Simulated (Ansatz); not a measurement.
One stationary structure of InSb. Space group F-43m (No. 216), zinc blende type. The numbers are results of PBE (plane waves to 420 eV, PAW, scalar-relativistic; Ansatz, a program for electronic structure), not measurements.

```cif
data_InSb
_chemical_formula_sum 'Sb1 In1'
_space_group_name_H-M_alt 'P 1'
_space_group_IT_number 1
_cell_length_a 4.69269
_cell_length_b 4.69269
_cell_length_c 4.69269
_cell_angle_alpha 60.000
_cell_angle_beta 60.000
_cell_angle_gamma 60.000
loop_
_space_group_symop_operation_xyz
  'x, y, z'
loop_
_atom_site_label
_atom_site_type_symbol
_atom_site_fract_x
_atom_site_fract_y
_atom_site_fract_z
_atom_site_occupancy
Sb1 Sb 0.75000 0.75000 0.75000 1
In1 In 0.00000 0.00000 0.00000 1
```

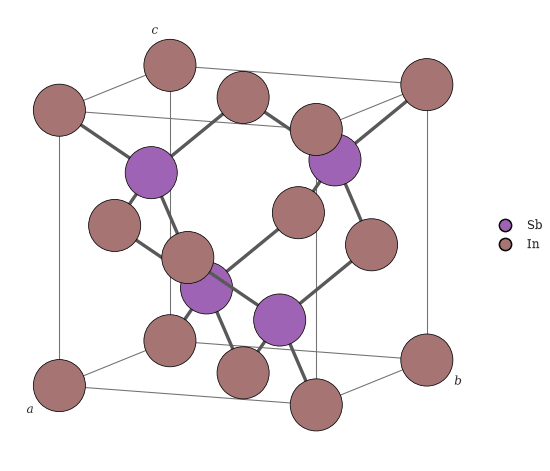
The conventional cell of the relaxed structure

```yaml
volume_per_atom: 36.54 Å³
band_gap: zero, with touching bands (no spin-orbit coupling)
shortest_distances: In–Sb 2.87 Å
k-mesh: 12×12×12
```

Band energies at high-symmetry points (eV from the Fermi level; labels of this space group; no spin-orbit coupling), from −5 eV up to 2.6 eV:

| point | energies |
|---|---|
| Γ | -0.69 -0.10 -0.10 -0.10 |
| X | -2.13 -2.13 1.27 1.38 |
| U | -2.90 -1.82 1.55 |
| K | -2.90 -1.82 1.55 |
| L | -1.00 -1.00 0.32 |
| W | -2.67 -2.53 |

No spin polarisation in the result. Without spin-orbit coupling the bands of the heavy element are not split, so the gap can be far off.

Measured for InSb: a 6.468 Å (static lattice; corrected from measurement; as listed in Daniel Mejia-Rodriguez, S. B. Trickey, Phys. Rev. B (2018)); gap 0.235 eV (0 K or low temperature; as listed in I. Vurgaftman, J. R. Meyer, L. R. Ram-Mohan, Journal of Applied Physics (2001)). Computed minus measured — a: PBE +2.6 %; gap: PBE -0.23 eV. The computed values are for a static lattice, and a measured gap can be an optical one, lowered by exciton binding.

The run could not lose the symmetry of its start; a randomly shaken copy of 2 atoms returns to this structure.

All atoms sit on sites fixed by symmetry, so only the cell could relax.
